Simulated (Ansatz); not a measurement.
The starting structures come from a database of crystals and need not be the phases stable at ambient conditions.

 Where the default PAW files enter, the runs use the earlier of Ansatz's two default sets.

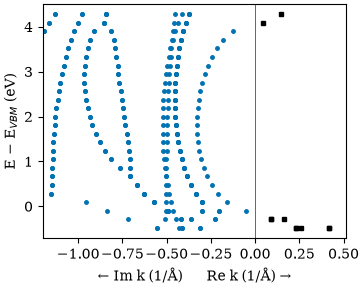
*Complex bands at the centre of the two-dimensional zone; r2SCAN in Ansatz (an electronic-structure program)*

No gap correction and no spin-orbit coupling; mid-gap values are interpolated between computed energies.

Problem. This is LaGaO$_{3}$ (R3c, not sure to be the ambient phase, 10 atoms a cell, 12.2 Å³ an atom, -5 GPa at this level) along the normal of (001). Read off the slowest decay at the centre of the two-dimensional zone at 2.00 eV, the computed energy nearest the middle of the gap.

Solution. κ ≈ 0.33 1/Å, a decay length 1/(2κ) of the density of 1.5 Å.
